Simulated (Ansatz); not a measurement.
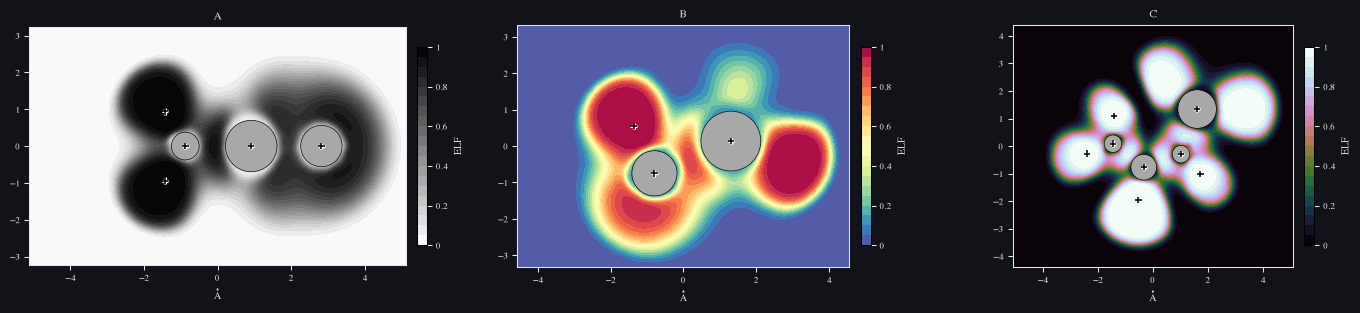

The ELF of 3 systems, each on a plane through atoms (crosses mark nuclei in the plane; grey discs cover the cores).

Level of theory: isolated molecule in a Gaussian basis; Kohn-Sham density functional theory, functional PBE0 in Ansatz.

System 1: CH$_{2}$SSi (SMILES [CH2][Si]#[S+]) (charge +1, doublet), the molecular plane. Geometry: B3LYP/6-31G*.

```csv
atom,x (Å),y (Å),z (Å)
C,-0.1396,-1.2036,-1.5711
S,-2.4545,-0.5741,1.2408
Si,-1.2606,-0.8989,-0.2097
H,-0.3160,-0.7472,-2.5452
H,0.7292,-1.8483,-1.4380
```

System 2: FGeH$_{3}$P (charge +1), the plane of atoms Ge2, P3 and H5. Geometry: B3LYP-D3(BJ)/6-311G**.

```xyz
6

F    -1.5326   -1.3325    0.3327
Ge   -0.2975   -0.5812   -0.5855
P    -0.6527    1.6316   -0.9915
H     0.7343    1.9093   -0.8308
H    -1.0316    1.8399    0.3639
H     0.6574   -1.6495   -1.1273
```

System 3: BH$_{7}$N$_{2}$Si (SMILES NBN[SiH3]), the plane of atoms B1, N3 and H8. Geometry: PBE0-D3(BJ)/def2-SVP.

```xyz
11

B     1.0951    0.1590    1.8920
N     1.0092    1.2217    0.9754
N     0.0905   -0.8547    2.0161
Si   -1.3788   -1.0600    1.1047
H     0.2318    1.3830    0.3490
H     1.7218    1.9345    0.9275
H     2.0704    0.1016    2.6108
H     0.2943   -1.5706    2.7041
H    -1.9095    0.2851    0.7230
H    -2.3847   -1.7730    1.9482
H    -1.1985   -1.8451   -0.1580
```

**Which map belongs to which system?**

Panel A is system 1, CH$_{2}$SSi: the plane holds C, S, Si and H. C–Si (1.79 Å): the ELF peaks at about 0.95 between the atoms, as expected for localised, covalent bonding. Panel B is system 2, FGeH$_{3}$P: the plane holds Ge, P and H. Ge–P (2.28 Å): the ELF peaks at about 0.90 in the valence shell of P, 1.1 Å from its nucleus, and is about 0.85 at the midpoint. Panel C is system 3, BH$_{7}$N$_{2}$Si: the plane holds B, N, Si and H. B–N (1.41 Å): the ELF peaks at about 0.95 between the atoms (a polar covalent bond).
